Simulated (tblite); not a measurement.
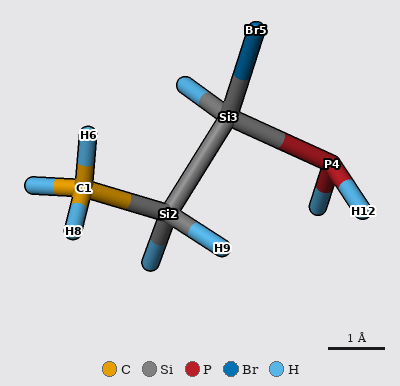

Starting structure of CH$_{8}$BrPSi$_{2}$. A stick model, seen at a tilt.

Theory: GFN2-xTB geometry optimisation, gas phase (tblite 0.8.0).

```xyz
13

C    -2.2563    0.1162   -0.4026
Si   -0.6584   -0.5069    0.2288
Si    1.1224    0.6629   -0.4837
P     2.8413   -0.2112    0.5827
Br    0.9424    2.8510    0.0385
H    -2.3017    1.2259   -0.4697
H    -2.5523   -0.3023   -1.3921
H    -3.0578   -0.1566    0.3344
H    -0.6201   -0.4206    1.7007
H    -0.4342   -1.8806   -0.2504
H     1.3287    0.4568   -1.9364
H     2.4460   -0.3113    1.9806
H     3.1958   -1.5231    0.0515
```

Question: Where does the relaxation end?

Answer: The atom that moves furthest after the best rigid fit is H7 (0.48 Å). By element the largest moves are H 0.48 Å, P 0.40 Å, Si 0.20 Å, Br 0.19 Å, C 0.06 Å. Near-neighbour distances that change, for instance: Si2–Si3 2.247 → 2.344 Å, P4–H12 1.456 → 1.383 Å, C1–Si2 1.828 → 1.894 Å, C1–H8 1.122 → 1.086 Å. Among the angles between lasting bonds that change: Si3–P4–H13 111.7° → 93.3°, H12–P4–H13 110.7° → 92.6°, Si2–Si3–P4 105.0° → 119.3°. Groups turn about C1–Si2 by about 25°. Over 90 geometry steps the energy falls by 22.5 kcal/mol. The run took 1.2 s on 1 thread of Arm Neoverse N1, with other jobs on the host.

Final geometry:

```xyz
13

C    -2.2831    0.1676   -0.4143
Si   -0.7498   -0.6351    0.3556
Si    1.1554    0.4747   -0.4401
P     3.1585   -0.0409    0.4142
Br    0.9195    2.6770   -0.0373
H    -2.3364    1.2258   -0.1722
H    -2.2774    0.0802   -1.4977
H    -3.1936   -0.2997   -0.0508
H    -0.8248   -0.5563    1.8214
H    -0.6586   -2.0538   -0.0157
H     1.3732    0.4959   -1.8930
H     2.7179   -0.1399    1.7214
H     2.9950   -1.3953    0.1907
```

The end point in the same view:

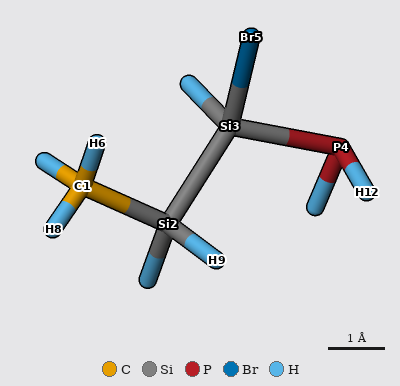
